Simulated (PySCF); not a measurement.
```xyz
21

C    -3.3247    0.4853    0.6144
B    -1.9517    0.0790   -0.0859
N    -1.9512   -0.4603   -1.3735
N    -0.7544    0.2372    0.6747
C     0.5798    0.0782    0.3387
C     1.5038   -0.2810    1.3241
C     2.8395   -0.4467    1.0178
C     3.2907   -0.2516   -0.2771
C     2.3903    0.1357   -1.2551
C     1.0525    0.3059   -0.9555
H    -3.5359   -0.1602    1.4656
H    -4.1749    0.4149   -0.0593
H    -3.2940    1.5045    0.9943
H    -2.7938   -0.5912   -1.9031
H    -1.1355   -0.8315   -1.8275
H    -0.8827    0.3765    1.6669
H     1.1600   -0.4338    2.3387
H     3.5336   -0.7302    1.7961
H     4.3345   -0.3857   -0.5178
H     2.7358    0.3174   -2.2630
H     0.3694    0.6541   -1.7138
```

Geometry: GFN2-xTB.

Computed with PySCF 2.14.0, PBE0/pcSseg-1, SCF density, gas phase, non-relativistic.

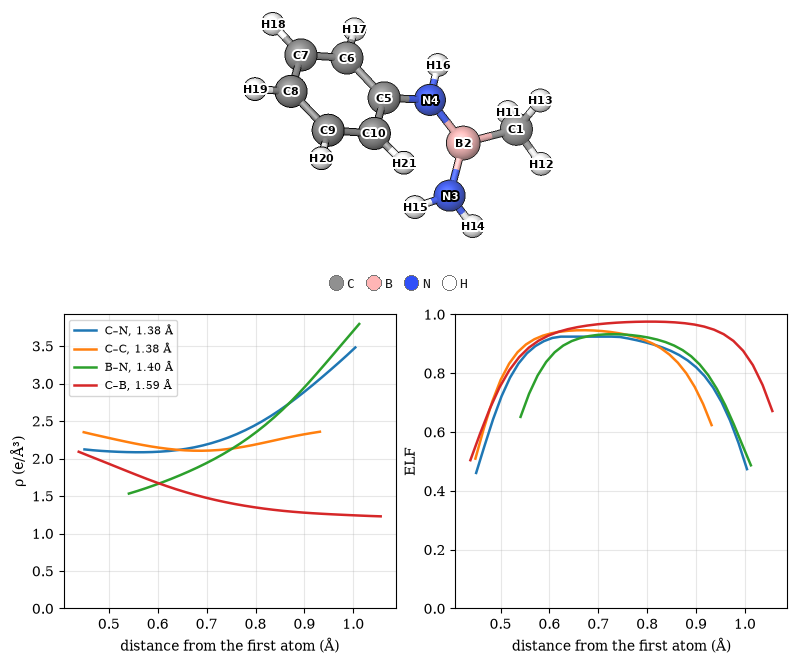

C$_{7}$H$_{11}$BN$_{2}$ (SMILES CB(N)Nc1ccccc1). Electron density and ELF along straight lines between neighbouring atoms. The curves leave out the atomic cores. The structure is drawn too.

> What can be read from the curves?

C–N (1.38 Å): the density is about 2.2 e/Å³ at the midpoint; the ELF peaks at about 0.90 between the atoms, as expected for a covalent bond.
C–C (1.38 Å): the density is about 2.1 e/Å³ at the midpoint; the ELF peaks at about 0.95 between the atoms, as expected for a covalent bond.
B–N (1.40 Å): ρ is about 1.9 e/Å³ halfway; the ELF peaks at about 0.95 between the atoms; a short, strongly polar bond.
C–B (1.59 Å): ρ is about 1.4 e/Å³ halfway; the ELF peaks at about 1 between the atoms, as expected for a covalent bond.
